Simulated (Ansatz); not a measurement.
**How far to go with the plane-wave cutoff: Mn3GaC (P4mm, 5 atoms in the cell)**

```
CELL_PARAMETERS angstrom
      3.96481     0.00000     0.00000
      0.00000     3.96481     0.00000
      0.00000     0.00000     3.96481
ATOMIC_POSITIONS crystal
  Mn 0.01261 0.50000 0.50000
  Mn 0.50000 0.00000 0.50000
  Mn 0.50000 0.50000 0.00000
  Ga 0.00000 0.00000 0.00000
  C  0.50000 0.50000 0.50000
```
Moments meant for the start (each program seeds them in its own way; μB, in the order of the atoms Mn Mn Mn Ga C): 4.0 4.0 4.0 0.0 0.0.

Level of theory: PBEsol, default PAW files made with PBE (plane waves; Ansatz, an electronic-structure program).

Base settings: basis.ecutwfc = 30.9 Ry; kpoints.mp_grid.grid = 5 5 5; hamiltonian.xc = pbesol; hamiltonian.pseudopotentials = {kind: paw} (the program's default PAW files); magnetization.spin_polarized = true; scf.occupations.method = gaussian; scf.occupations.width = 0.0073 Ry.

The second cell is the first with its lattice scaled by 0.98.

The mesh stays at the base's, so the ladder's end is converged at best in this setting alone.

The first pressure column holds Ansatz's estimate of the finite-basis (Pulay) stress, which hides part of the cutoff error; the other is without it.

Only quantities that move along the ladder and can be compared are tabulated.

The magnetic state is not the same in all runs (site moments differ, or a search went on to a lower state), so steps between rows are not convergence errors alone.

The count of work is k-points × plane waves × bands × iterations; it is no time. 

The starting cell comes from a database of computed structures (which also holds hypothetical and non-ambient phases and stackings), without a prior relaxation at this level. Its lattice was rescaled by up to half a per cent. One atom was moved a little off its site on purpose. The magnetic order is the one reached from the typed start; others were not searched systematically. The program warned that, by what it read of turns of the moments, another magnetic order lies lower. In the base run, with a pressure of about -21 GPa the cell is away from its equilibrium volume at this level.

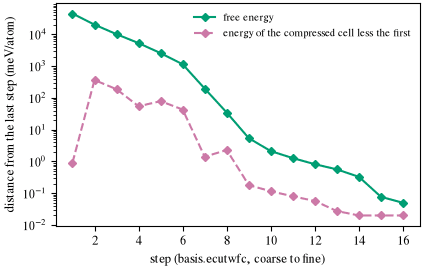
Fig. 1. Distance from the last step along the ladder; very small values are drawn at a floor.

| basis.ecutwfc | free energy less the last step's (meV/atom) | energy of the compressed cell less the first (meV/atom) | pressure (GPa) | pressure without the Pulay estimate (GPa) | largest difference of a force vector from the last step's (eV/Å) | count of work / last |
|---|---|---|---|---|---|---|
| 10.7 Ry | 45027.57 | -82.14 | -12.81 | -1868.05 | 7.765 | 0.16 |
| 12.5 Ry | 20167.01 | -446.97 | -6.75 | -970.01 | 1.537 | 0.062 |
| 14 Ry | 10089.61 | 104.54 | -1.78 | -556.30 | 0.760 | 0.080 |
| 15.4 Ry | 5291.47 | -28.58 | -5.40 | -335.64 | 0.404 | 0.096 |
| 16.9 Ry | 2556.00 | -4.15 | -10.38 | -201.09 | 0.300 | 0.11 |
| 18.4 Ry | 1142.10 | -40.07 | -19.53 | -114.07 | 0.088 | 0.13 |
| 21.7 Ry | 196.34 | -81.65 | -20.86 | -41.47 | 0.077 | 0.16 |
| 24.6 Ry | 34.61 | -80.76 | -20.54 | -25.02 | 0.010 | 0.19 |
| 27.9 Ry | 5.41 | -82.87 | -20.73 | -21.31 | 0.001 | 0.24 |
| 30.9 Ry | 2.12 | -83.17 | -20.77 | -20.89 | 0.001 | 0.27 |
| 33.8 Ry | 1.27 | -83.13 | -20.76 | -20.82 | 0.000 | 0.30 |
| 37.1 Ry | 0.82 | -83.11 | -20.76 | -20.79 | 0.000 | 0.35 |
| 41.5 Ry | 0.56 | -83.08 | -20.76 | -20.78 | 0.000 | 0.42 |
| 46.3 Ry | 0.33 | -83.06 | -20.76 | -20.78 | 0.000 | 0.48 |
| 54 Ry | 0.08 | -83.06 | -20.76 | -20.76 | 0.000 | 0.62 |
| 61.7 Ry | 0.03 | -83.06 | -20.76 | -20.76 | 0.000 | 0.80 |
| 74.2 Ry | 0.00 | -83.05 | -20.76 | -20.76 | 0.000 | 1.0 |

Coarsest basis.ecutwfc that holds the free energy within 5 meV/atom of the last step, with all finer ones: 30.9 Ry, at 0.27 of the last step's count of work; the step before is off by 5.4 meV/atom.

Coarsest basis.ecutwfc that holds the pressure without the Pulay estimate within 0.1 GPa of the last step, with all finer ones: 33.8 Ry, at 0.30 of the last step's count of work; the step before is off by 0.13 GPa.

Coarsest basis.ecutwfc that holds the pressure within 0.5 GPa of the last step, with all finer ones: 21.7 Ry, at 0.16 of the last step's count of work; the step before is off by 1.2 GPa.

The energy difference between the two cells stays within 1 meV/atom of the last step's from 27.9 Ry on, the total only from 37.1 Ry on: much of the error is common to both cells and cancels.

At the lowest cutoff the pressure without the Pulay estimate lies 1850 GPa under the last step's, the usual sign of Pulay stress in an incomplete plane-wave basis.

Keys are those of Ansatz 0.2.
